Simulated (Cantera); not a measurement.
Feed: 1 mol PbO, a varied amount of H2, equilibrated at 800 K and 1.33 mbar.

Equilibrium computed with Cantera from the NASA thermochemical tables; the gas is ideal and each condensed phase is pure. Candidate condensed phases: H2O, Pb, PbO, PbO2, Pb3O4; 12 gas species. Kinetics and transport are ignored.

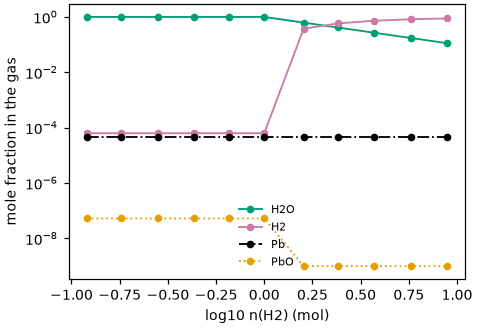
Figure: Equilibrium gas composition (values under 1e-9 drawn at 1e-9)

From 0.12 mol H2 to 0.66 mol H2 the condensed part is Pb(l) + PbO(yellow). From 1 mol H2 to 8.9 mol H2 the condensed part is Pb(l). The main Pb-bearing gas is Pb throughout.
